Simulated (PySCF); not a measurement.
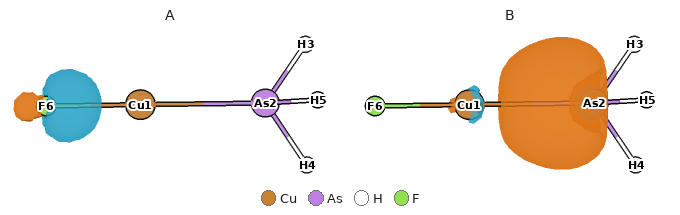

Figure 1: Cu(AsH3)F (AsCuFH₃). Pipek–Mezey orbitals, occupied; each surface holds about 70 % of the orbital's density. Energies are diagonal elements of the Fock matrix.

Level of theory: PBE/def2-TZVP (PySCF), at a geometry from GFN2-xTB. This is a single-reference result, which may miss multireference character in this system. No frequency check shows the geometry to be a minimum. GFN2-xTB bond lengths at metals and heavier atoms can be off by up to 0.1 Å and shapes distorted, which carries into these values.

Input

```python
import numpy as np
from pyscf import gto, scf, dft, lo
from pyscf.data.elements import chemcore

def solve(mol, dm0=None, hcore=None):
    mf = (dft.UKS if mol.spin else dft.RKS)(mol, xc='pbe')
    mf.grids.level = 3
    mf = mf.density_fit(auxbasis='def2-universal-jkfit')
    mf.conv_tol, mf.max_cycle = 1e-8, 80
    if hcore is not None:
        mf.get_hcore = lambda *args: hcore
    mf.kernel(dm0)
    if not mf.converged:
        mf = mf.newton().run(mf.mo_coeff, mf.mo_occ, max_cycle=30)
    assert mf.converged, 'SCF not converged'
    return mf

mol = gto.M(atom='''
Cu    -0.92588     0.00037    -0.00165
As     1.33721     0.00077     0.00016
H      2.14972     0.97337    -0.76407
H      2.13623    -1.17769    -0.44847
H      2.15006     0.17614     1.22401
F     -2.63479    -0.00087     0.00347
''', basis='def2-tzvp', charge=0, spin=0, verbose=4)
mf = solve(mol)
occ_all = mf.mo_coeff[:, mf.mo_occ > 0]
occ = occ_all[:, chemcore(mol):]
pm = lo.PM(mol, occ, pop_method='meta_lowdin')
loc = pm.kernel()
for _ in range(5):
    new, stable = pm.stability_jacobi(return_status=True)
    if stable:
        break
    loc = pm.kernel(new)
fock, s = mf.get_fock(), mf.get_ovlp()
ortho = lo.orth_ao(mol, 'meta_lowdin')
labels = mol.ao_labels(fmt=None)
vir = loc[:, :0]
both = np.hstack([loc, vir])
p = (ortho.T @ s @ both) ** 2
pop = np.array([p[[l[0] == a for l in labels]].sum(0) for a in range(mol.natm)])
spd = np.array([[p[[l[0] == a and l[2][-1] == k for l in labels]].sum(0) for k in 'spd'] for a in range(mol.natm)])
eps = np.einsum('pi,pq,qi->i', both, fock, both)
for i in np.argsort(eps):
    top = np.argsort(-pop[:, i])[:3]
    print('%3d %s %9.4f Eh ' % (i + 1, 'occ' if i < loc.shape[1] else 'vir', eps[i]), '  '.join('%s%d %.3f' % (mol.atom_symbol(a), a + 1, pop[a, i]) for a in top))
np.savez('result.npz', c=both, nocc=loc.shape[1], pop=pop, spd=spd, eps=eps, e=mf.e_tot)
```

Launched as:

```sh
OMP_NUM_THREADS=1 python input.py
```

The run took 24 s on 1 thread of Arm Neoverse V2, on a shared host, peak memory 0.5 GiB.

**What does each orbital represent in a Lewis picture?**

By panel:
- A: very polar σ bond F6–Cu1, mostly on F6 (F6 88 %, Cu1 11 %; −14.4 eV)
- B: pair mostly on As2, shared in part with Cu1 (As2 87 %, Cu1 13 %; −11.8 eV)
